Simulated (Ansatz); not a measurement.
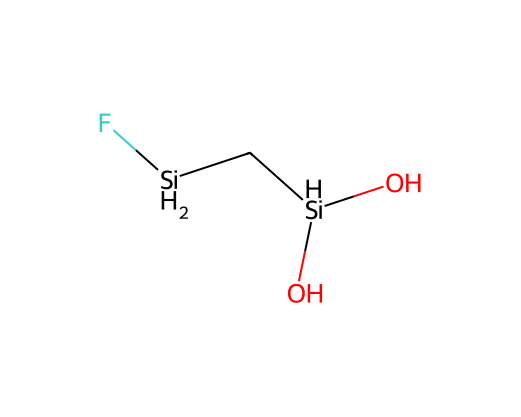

The drawing above gives the connectivity. The computed structure is the end point of a PBE0-D4/def2-TZVP optimisation. No frequency run is at hand to confirm it as a minimum.

What does the molecule look like in three dimensions?

The molecule is CH7FO2Si2. As SMILES it reads `O[SiH](O)C[SiH2]F`. It has no ring. Among its groups: Si–H bond, Si–O bond. The point group is C1. Coordination: 2 O bent; 2 Si tetrahedral; 1 C tetrahedral.

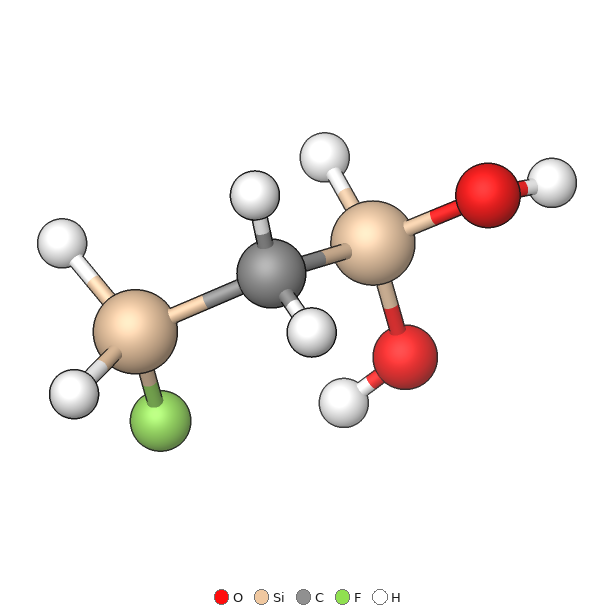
